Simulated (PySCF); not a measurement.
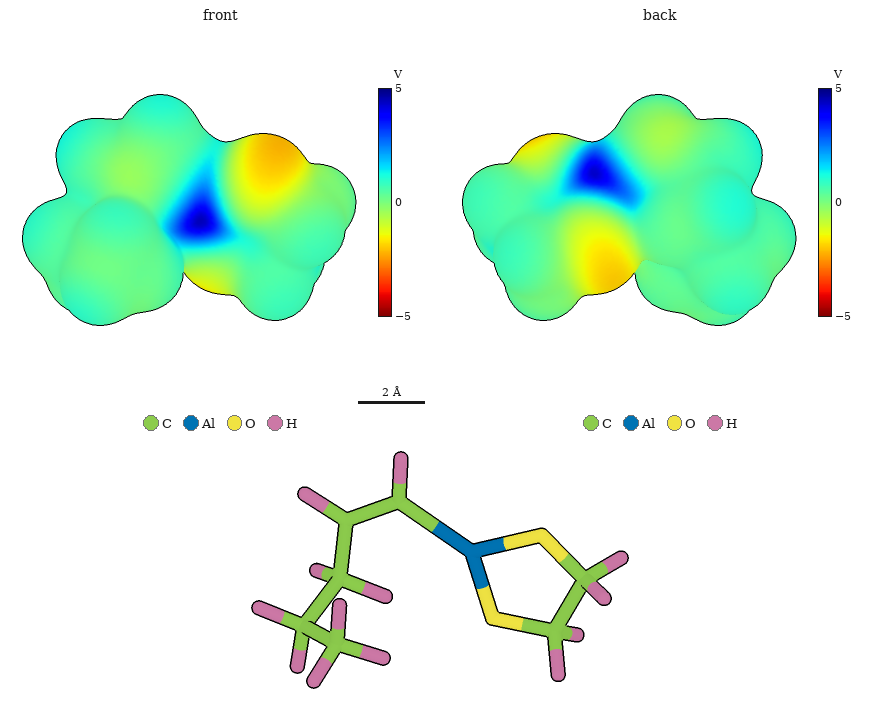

Figure. C₇H₁₃AlO₂ (SMILES CCC/C=[CH]\[Al]1[O]CC[O]1). The molecular electrostatic potential painted on the density surface at 0.004 e/bohr³, seen from the front and from behind; the colour scale runs from red (negative) to blue (positive). The bare structure is drawn below in the same view.

Geometry: GFN2-xTB.

All numbers below come from PBE0/pcSseg-1, SCF density, gas phase, non-relativistic (PySCF 2.14.0).

```xyz
23

C    -2.2550    0.7461    0.6589
C    -2.5724   -0.7424    0.6262
C    -1.4553   -1.5376   -0.0593
C    -1.3052   -1.1692   -1.4959
C    -0.2644   -0.4868   -1.9631
Al    1.1379    0.1192   -0.7500
O     1.5425   -0.0338    0.9088
C     2.7435    0.6225    1.2090
C     3.3473    1.2766   -0.0855
O     2.5053    1.0497   -1.1788
H    -2.9948    1.2865    1.2449
H    -2.2435    1.1592   -0.3478
H    -1.2720    0.9053    1.1028
H    -2.6875   -1.1114    1.6472
H    -3.5172   -0.9086    0.1025
H    -0.5048   -1.3242    0.4460
H    -1.6726   -2.6056    0.0277
H    -2.1184   -1.4793   -2.1479
H    -0.2133   -0.2323   -3.0167
H     2.5490    1.3956    1.9593
H     3.4517   -0.1013    1.6249
H     4.3313    0.8434   -0.2930
H     3.4631    2.3554    0.0630
```

> Which sites attract a positive test charge, and which a negative one?

A positive charge is drawn to the negative regions and a negative charge to the positive ones. The most negative region (about −2.1 V) lies over O10, the most positive (about +4.0 V) over Al6. O10 is the likeliest acceptor of a hydrogen bond.
